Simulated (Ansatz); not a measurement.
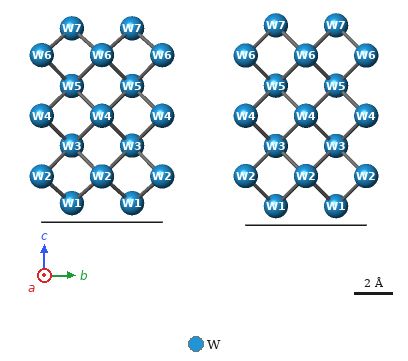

Two geometries of a slab of composition W (cut from the Im-3m phase), drawn at one scale. One is the start of a relaxation, the other its converged end. Style: ball-and-stick. Shown: the 3 × 2 repeat of the cell, outlined in the plane, without the vacuum, along the a axis.

Theory: DFT PBE, scalar-relativistic, plane waves, PAW (Ansatz 0.2.0). (plane-wave cutoff 420 eV; k-point mesh 11 × 11 × 1; occupations gaussian; smearing width 0.1 eV; no spin polarisation; dipole correction; atoms relaxed in a fixed cell; force threshold 0.02 eV/Å; at most 60 steps)

Which of the two is the end point?

The left one is the relaxed one. The slab is the (1 0 0) face of W. Over 4 accepted moves (5 points after the start) the energy falls by 0.352 eV per cell of the calculation. Largest force component: 1.8 eV/Å at the start, 0.0043 eV/Å at the end. 1 step only repeated the SCF at the same geometry. The largest moves relative to the layer's centre, 0.16 Å, are those of W1 and W7. W7 goes along the normal (−c). The lattice vectors keep their values. Near-neighbour distances that change, for instance: W1–W3 3.184 → 3.041 Å, W1–W2 2.757 → 2.659 Å, W3–W5 3.184 → 3.154 Å, W2–W3 2.757 → 2.777 Å. Bond angles that change, for instance: W2–W1–W2 109.5° → 115.7°, W2–W1–W2 70.5° → 73.6°. Cost: 2 min on 2 threads of Arm Neoverse V1, on a shared host, peak memory 0.6 GiB.
